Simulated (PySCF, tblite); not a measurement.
# dithiane (C4H8S2): dynamics, then NMR shifts on frames, part 1 of 2

How do NMR shifts of dithiane (C4H8S2) (`C1CCSSC1`) change as the atoms move?

The runs use tblite 0.8.0 and PySCF 2.14.0, with density-fitted response routines of our own; the level of theory stands in each step. All values are computed, except where a source is named. Atoms count from 0, in the outputs and in this text.

## Step 1: The starting structure

14 atoms, charge 0, multiplicity 1; geometry from: GFN2-xTB.

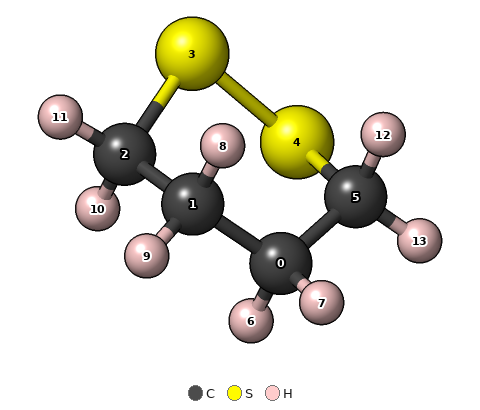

The starting geometry (carbon dark grey, sulfur yellow, hydrogen pink), atoms numbered; sticks join atoms by distance.

## Step 2: Dynamics with GFN2-xTB

The job: settings as JSON, then the geometry in Å.

```
{"job": {"kind": "md", "xc": "GFN2-xTB", "basis": "xTB", "temperature": 400, "steps": 2000, "every": 50, "frames": 5}, "charge": 0, "multiplicity": 1}
C      0.595790    -0.804056    -0.425283
C     -0.787739    -0.713332     0.224764
C     -1.491552     0.610547    -0.039677
S     -0.618979     1.990866     0.786786
S      1.112454     1.910453    -0.283474
C      1.593428     0.196617     0.141454
H      0.502693    -0.641607    -1.502317
H      0.992112    -1.810900    -0.270073
H     -0.692032    -0.854792     1.304408
H     -1.413220    -1.520374    -0.165442
H     -1.542806     0.836383    -1.104859
H     -2.494857     0.612351     0.382657
H      1.664306     0.128130     1.227070
H      2.579723     0.059242    -0.298179
```

With the program's defaults for keys left out, this is: GFN2-xTB Langevin dynamics, gas phase.

On the command line:

```sh
$ OMP_NUM_THREADS=1 python probes_run.py task.json out
```

This one command runs all jobs of the session in turn.

The program printed:

```text
t/fs     T/K      E/eV
    0.0   309.9   -521.31226
   25.0   159.7   -520.76820
   50.0   292.6   -520.88600
   75.0   353.5   -520.87418
  100.0   386.5   -520.87059
  125.0   419.1   -520.78627
  150.0   452.5   -520.70604
  175.0   397.8   -520.60590
  200.0   452.6   -520.67144
  225.0   410.2   -520.53854
  250.0   424.2   -520.70468
  275.0   469.3   -520.79151
  300.0   300.6   -520.58737
  325.0   288.9   -520.70325
  350.0   418.1   -520.87086
  375.0   459.6   -520.81594
  400.0   360.6   -520.65269
  425.0   309.8   -520.59794
  450.0   374.7   -520.75549
  475.0   297.9   -520.75240
  500.0   283.3   -520.64771
  525.0   329.4   -520.79309
  550.0   381.4   -520.82456
  575.0   378.5   -520.64363
  600.0   502.1   -520.60531
  625.0   466.6   -520.65682
  650.0   457.8   -520.58156
  675.0   516.4   -520.80949
  700.0   413.5   -520.55560
  725.0   360.5   -520.34087
  750.0   433.1   -520.48749
  775.0   380.5   -520.72933
  800.0   330.3   -520.55253
  825.0   491.8   -520.40807
  850.0   495.9   -520.43655
  875.0   387.9   -520.56308
  900.0   512.7   -520.62929
  925.0   452.2   -520.70867
  950.0   467.1   -520.43135
  975.0   242.6   -520.29485
 1000.0   508.4   -520.91819
```

Run time: 9 s. Hardware: 1 thread of Arm Neoverse V2, shared host; peak memory 0.18 GiB.

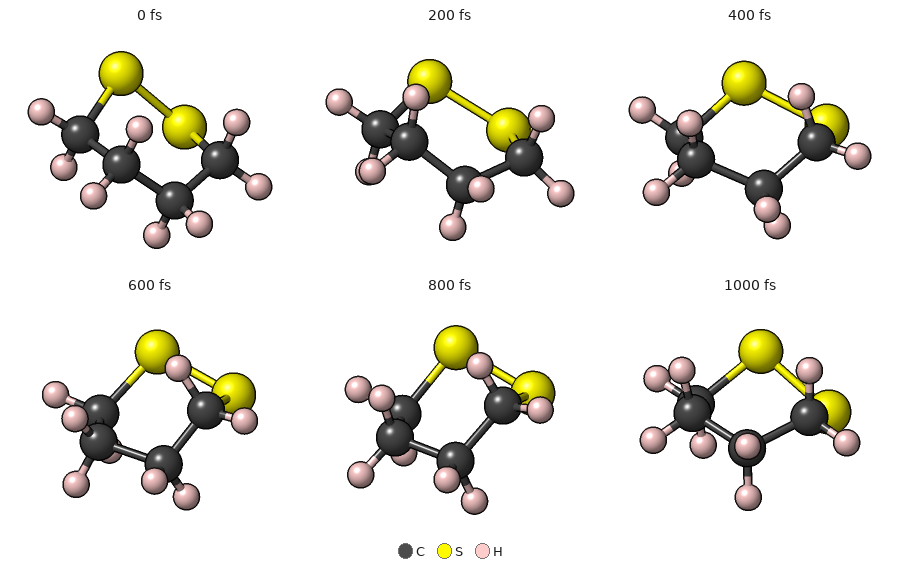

Frames of the run.

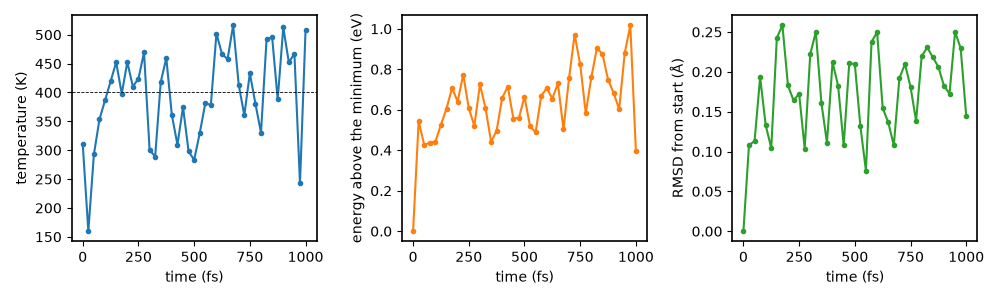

Temperature, potential energy and distance from the start.

Positions (Å) and forces (eV/Å) at 1000 fs:

```xyz
14

C    -0.202   -1.402    0.436    0.629   -0.053    0.690
C    -1.300   -0.301    0.395   -0.221   -1.131    0.266
C    -0.894    1.004   -0.224    0.245    1.285    0.555
S     0.353    1.713    0.935    0.196    0.673   -0.346
S     1.873    0.447    0.485    0.430    0.761   -0.354
C     1.059   -0.955    1.203    0.130   -1.206   -0.153
H     0.060   -1.772   -0.583   -0.192    0.477    0.679
H    -0.469   -2.278    1.067   -0.686    0.403   -0.710
H    -1.800   -0.185    1.377    0.776    0.281   -0.190
H    -2.076   -0.696   -0.206   -1.042   -0.628   -0.933
H    -0.455    0.963   -1.223    0.031   -0.310    0.201
H    -1.676    1.797   -0.246    0.185   -0.820    0.110
H     0.812   -0.685    2.222   -0.141   -0.028    0.255
H     1.801   -1.776    1.232   -0.339    0.295   -0.070
```

## Step 3: NMR shieldings: 250 fs, PBE0/pcSseg-1

The job: settings as JSON, then the geometry in Å.

```
{"job": {"kind": "nmr", "xc": "PBE0", "basis": "pcSseg-1", "pop": false}, "charge": 0, "multiplicity": 1}
C      0.044000    -1.405400    -0.009100
C     -1.299400    -0.787400     0.388600
C     -1.469400     0.553200    -0.292400
S     -0.329000     1.786700     0.371100
S      1.419100     1.003000    -0.252200
C      1.100800    -0.598900     0.621800
H      0.144300    -1.554200    -1.127700
H      0.140400    -2.372900     0.374500
H     -1.259700    -0.571300     1.386700
H     -2.149600    -1.452500     0.221500
H     -1.341500     0.324600    -1.349400
H     -2.473300     0.984900    -0.170700
H      0.845900    -0.253300     1.604000
H      1.967900    -1.208300     0.784000
```

With the program's defaults for keys left out, this is: GIAO PBE0/pcSseg-1 NMR shielding, non-relativistic, gas phase.

The program printed:

```text
coarse grid: 12552 points
cycle   1  E = -953.0165723464  dE =  8.819e-01  |g| = 3.022e-01  |ddm| = 3.544e+00
cycle   2  E = -953.0170285107  dE = -4.562e-04  |g| = 3.105e-01  |ddm| = 5.530e-01
cycle   3  E = -953.0407035635  dE = -2.368e-02  |g| = 5.753e-02  |ddm| = 2.992e-01
cycle   4  E = -953.0415231043  dE = -8.195e-04  |g| = 1.856e-02  |ddm| = 1.031e-01
cycle   5  E = -953.0416057543  dE = -8.265e-05  |g| = 5.754e-03  |ddm| = 2.615e-02
cycle   6  E = -953.0416134397  dE = -7.685e-06  |g| = 8.960e-04  |ddm| = 5.369e-03
final grid: 111304 points
cycle   7  E = -953.0824079718  dE = -3.700e-05  |g| = 8.871e-03  |ddm| = 3.142e-02
cycle   8  E = -953.0823895065  dE =  1.847e-05  |g| = 1.214e-02  |ddm| = 1.931e-02
cycle   9  E = -953.0824271902  dE = -3.768e-05  |g| = 8.746e-04  |ddm| = 1.269e-02
cycle  10  E = -953.0824273893  dE = -1.990e-07  |g| = 1.910e-04  |ddm| = 1.298e-03
cycle  11  E = -953.0824273973  dE = -7.979e-09  |g| = 5.963e-05  |ddm| = 2.206e-04
cycle  12  E = -953.0824273981  dE = -8.638e-10  |g| = 1.200e-05  |ddm| = 8.035e-05
converged SCF energy = -953.0824273981

GIAO shielding tensors (ppm)
atom      isotropic    diamagn.    paramagn.     s11        s22        s33       span
  0 C      155.796     246.382     -90.586    136.335    158.034    173.018     36.683
  1 C      151.682     247.800     -96.118    144.773    146.419    163.855     19.083
  2 C      142.765     248.972    -106.207    120.697    149.653    157.946     37.249
  3 S      428.200    1054.415    -626.216    281.358    405.476    597.765    316.407
  4 S      429.055    1054.182    -625.127    235.559    429.486    622.120    386.561
  5 C      137.475     250.148    -112.673    109.072    136.110    167.243     58.170
  6 H       29.218      28.623       0.595     26.176     27.338     34.140      7.964
  7 H       30.723      30.938      -0.215     25.785     28.472     37.913     12.128
  8 H       31.757      32.465      -0.709     29.354     30.366     35.550      6.196
  9 H       29.814      29.336       0.478     24.930     27.363     37.149     12.219
 10 H       29.137      29.404      -0.266     25.386     28.072     33.953      8.566
 11 H       28.907      28.881       0.025     23.529     26.585     36.606     13.077
 12 H       29.132      30.897      -1.765     26.077     28.188     33.130      7.053
 13 H       28.898      30.008      -1.110     23.596     27.449     35.649     12.053
```

Run time: 21 s. Hardware: 1 thread of Arm Neoverse V2, shared host; peak memory 0.72 GiB.

The references, computed at this level on geometries of the same kind, shield at (ppm): 1H TMS 31.72, 13C TMS 186.9, 33S CS2 504. Their shielding less the atom's gives the shift. The references are single molecules in the gas phase. Each atom is listed at this fixed geometry, with no averaging over motion; a spectrum would average atoms that exchange fast.

| atoms | environment | σ (ppm) | δ (ppm) |
| --- | --- | --- | --- |
| C5 | sp3 CH2 bonded to S | 137.5 | 49.5 |
| C2 | sp3 CH2 bonded to S | 142.8 | 44.2 |
| C1 | sp3 CH2 in a ring | 151.7 | 35.2 |
| C0 | sp3 CH2 in a ring | 155.8 | 31.1 |
| H13 | hydrogen on an sp3 CH2 bonded to S | 28.90 | 2.82 |
| H11 | hydrogen on an sp3 CH2 bonded to S | 28.91 | 2.81 |
| H12 | hydrogen on an sp3 CH2 bonded to S | 29.13 | 2.58 |
| H10 | hydrogen on an sp3 CH2 bonded to S | 29.14 | 2.58 |
| H6 | hydrogen on an sp3 CH2 in a ring | 29.22 | 2.50 |
| H9 | hydrogen on an sp3 CH2 in a ring | 29.81 | 1.90 |
| H7 | hydrogen on an sp3 CH2 in a ring | 30.72 | 0.99 |
| H8 | hydrogen on an sp3 CH2 in a ring | 31.76 | -0.04 |
| S3 | disulfide sulfur | 428 | 76 |
| S4 | disulfide sulfur | 429 | 75 |

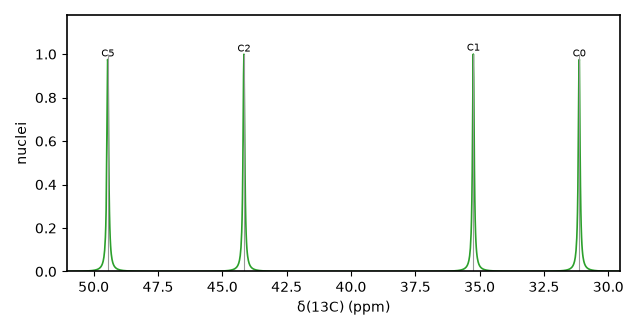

13C lines at the computed shifts, without couplings. Lines are broadened to a width of 0.08 ppm (Lorentzian).

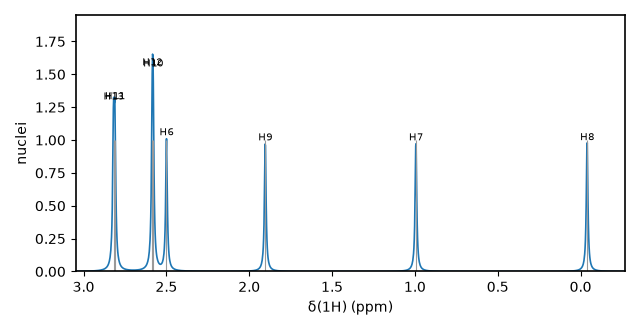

1H lines at the computed shifts, without couplings. Lines are broadened to a width of 0.01 ppm (Lorentzian).

Ring of atoms C0, C1, C2, S3, S4, C5: NICS(0) -1.6, NICS(1) -1.5, NICS(1)zz 5.8 ppm (means of both faces).

The fields below are evaluated on a grid from the run's orbitals.

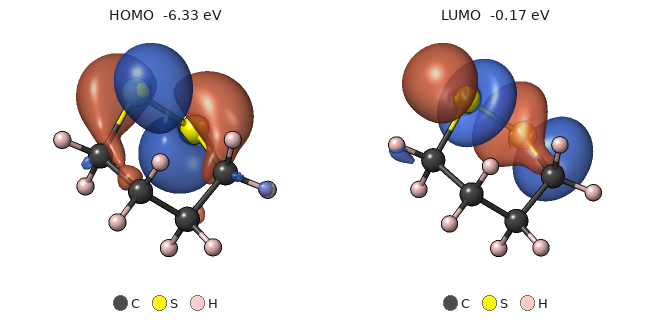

Frontier orbitals at PBE0/pcSseg-1; each surface holds 70 % of the orbital's density, blue and red mark the sign.

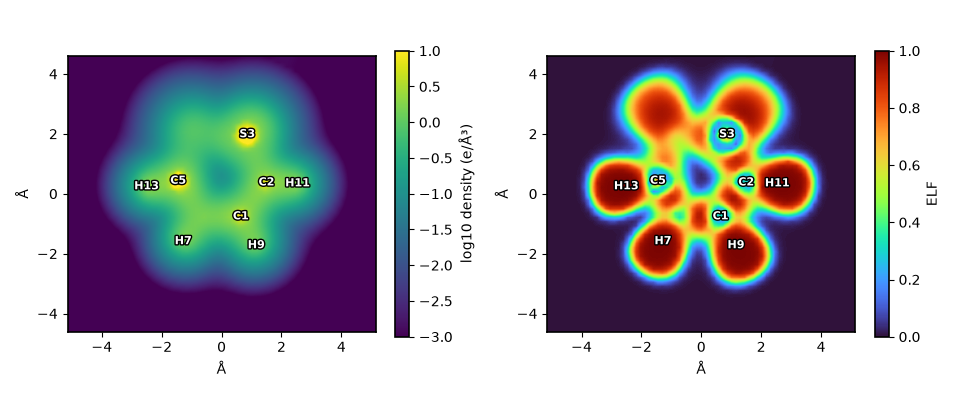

Density (left) and ELF (right) in a plane through or near 8 of the atoms.

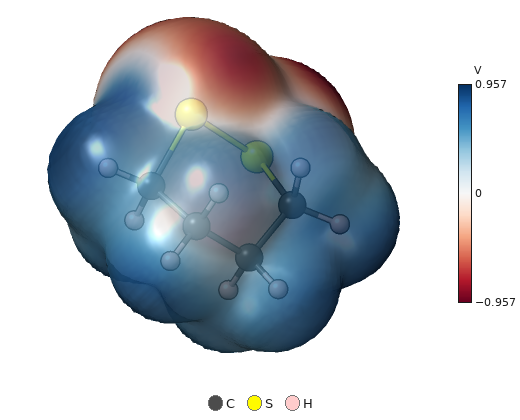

The potential that a unit positive charge feels on the 0.002 e/bohr³ surface, from the 1st to the 99th percentile, from -0.96 V near S3 to 0.90 V near H13.

## Step 4: Nuclear shieldings: 425 fs, PBE0/pcSseg-1

The job: settings as JSON, then the geometry in Å.

```
{"job": {"kind": "nmr", "xc": "PBE0", "basis": "pcSseg-1", "pop": false}, "charge": 0, "multiplicity": 1}
C      0.119000    -1.616700    -0.175500
C     -1.292600    -0.917100    -0.072600
C     -1.158800     0.531400    -0.605200
S     -0.125900     1.620200     0.429000
S      1.646200     0.451300     0.405100
C      0.949400    -1.143400     0.959200
H      0.614500    -1.383100    -1.102400
H      0.047700    -2.682300    -0.045700
H     -1.685200    -0.872500     0.967400
H     -2.049700    -1.438400    -0.813300
H     -0.812200     0.695400    -1.631300
H     -2.087600     1.138000    -0.433700
H      0.315000    -1.187500     1.858100
H      1.853300    -1.693100     1.037200
```

Method: GIAO PBE0/pcSseg-1 NMR shielding, non-relativistic, gas phase.

The program printed:

```text
coarse grid: 12552 points
cycle   1  E = -953.0178918494  dE =  5.965e-01  |g| = 2.614e-01  |ddm| = 3.442e+00
cycle   2  E = -953.0224337441  dE = -4.542e-03  |g| = 2.454e-01  |ddm| = 5.264e-01
cycle   3  E = -953.0372981687  dE = -1.486e-02  |g| = 5.271e-02  |ddm| = 2.417e-01
cycle   4  E = -953.0379820839  dE = -6.839e-04  |g| = 1.665e-02  |ddm| = 8.917e-02
cycle   5  E = -953.0380511500  dE = -6.907e-05  |g| = 5.636e-03  |ddm| = 2.677e-02
cycle   6  E = -953.0380585496  dE = -7.400e-06  |g| = 1.058e-03  |ddm| = 5.565e-03
final grid: 111304 points
cycle   7  E = -953.0799512478  dE = -3.595e-05  |g| = 8.085e-03  |ddm| = 3.036e-02
cycle   8  E = -953.0799361409  dE =  1.511e-05  |g| = 1.099e-02  |ddm| = 1.759e-02
cycle   9  E = -953.0799674480  dE = -3.131e-05  |g| = 8.198e-04  |ddm| = 1.143e-02
cycle  10  E = -953.0799676240  dE = -1.760e-07  |g| = 1.707e-04  |ddm| = 1.135e-03
cycle  11  E = -953.0799676302  dE = -6.230e-09  |g| = 6.307e-05  |ddm| = 1.939e-04
cycle  12  E = -953.0799676311  dE = -9.595e-10  |g| = 1.209e-05  |ddm| = 6.826e-05
converged SCF energy = -953.0799676311

GIAO shielding tensors (ppm)
atom      isotropic    diamagn.    paramagn.     s11        s22        s33       span
  0 C      150.297     247.559     -97.262    125.299    153.974    171.617     46.318
  1 C      142.228     245.770    -103.542    130.379    137.668    158.636     28.257
  2 C      145.131     248.662    -103.531    138.871    145.544    150.978     12.107
  3 S      363.592    1054.995    -691.403    142.833    350.641    597.302    454.469
  4 S      346.506    1054.949    -708.443    158.917    384.940    495.662    336.744
  5 C      143.529     251.004    -107.475    124.215    145.296    161.075     36.861
  6 H       29.952      30.214      -0.261     26.765     29.523     33.569      6.804
  7 H       29.781      29.747       0.033     25.017     27.778     36.547     11.529
  8 H       29.322      29.034       0.288     27.128     27.225     33.613      6.485
  9 H       27.444      26.543       0.901     23.143     25.194     33.994     10.851
 10 H       27.778      29.073      -1.295     22.175     27.628     33.533     11.358
 11 H       28.321      28.669      -0.348     22.603     26.292     36.070     13.467
 12 H       28.873      29.450      -0.577     25.752     27.554     33.313      7.562
 13 H       29.669      30.875      -1.206     24.184     27.328     37.494     13.309
```

Run time: 13 s. Hardware: 1 thread of Arm Neoverse V2, shared host; peak memory 0.75 GiB.

This run: δ C1 44.7, C5 43.4, C2 41.8, C0 36.6, H9 4.27, H10 3.94 ppm.

(Continued in part 2 of 2.)
